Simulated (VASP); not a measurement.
Band structure of Ni$_{3}$Si (L1_2). These are vdW-DF2, VASP's PBE PAW potentials (set 64) (plane waves; VASP 6.6.1) values and carry that method's errors.

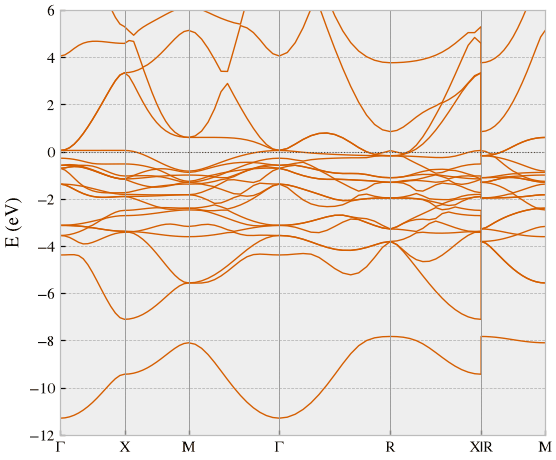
Bands along high-symmetry lines, zero at the valence-band maximum or, without a gap, the Fermi level

### Question
Read the plot: is there a gap, and where are the band edges?

### Answer
It has no gap at this level: it comes out as a metal or semimetal. (Edges off the drawn lines would not show.)

The compound is Ni3Si in the L1_2 structure. It was relaxed first, which changed the volume by +7 %. The run is not spin-polarised, so no magnetic state was tried.
